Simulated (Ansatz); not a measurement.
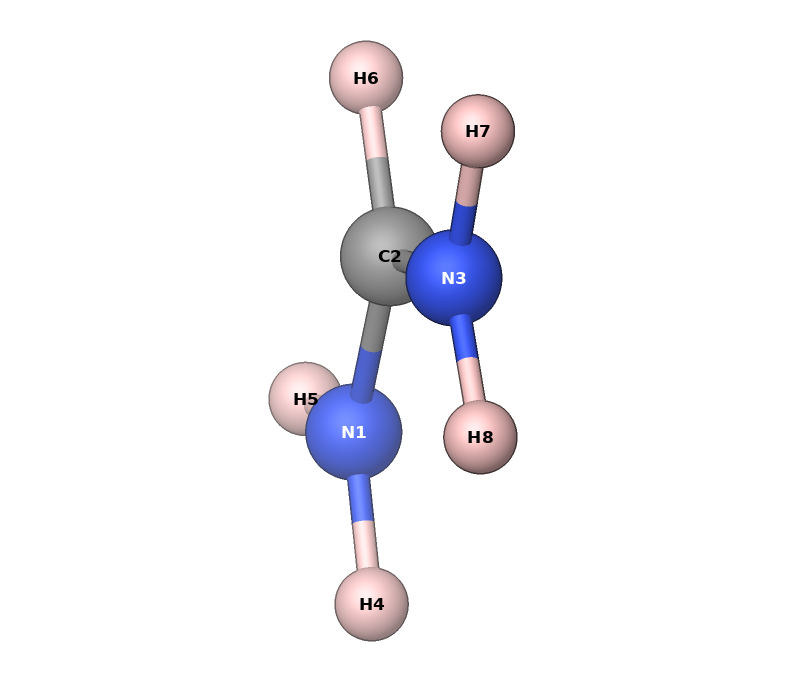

Simulated data, not a measurement (program: Ansatz).

C2 lies behind N3. The molecule seen a little off the N3–C2 bond, N3 in front. Depth is shown by fading: the farther an atom, the more it takes the colour of the background. The species has charge +1 and is a spin singlet. Geometry: moved along internal coordinates away from the minimum.

What is the torsion angle H7–N3–C2–N1? The sign is positive where the front bond must turn clockwise to cover the back bond.

Answer. 180°, antiperiplanar (anti).
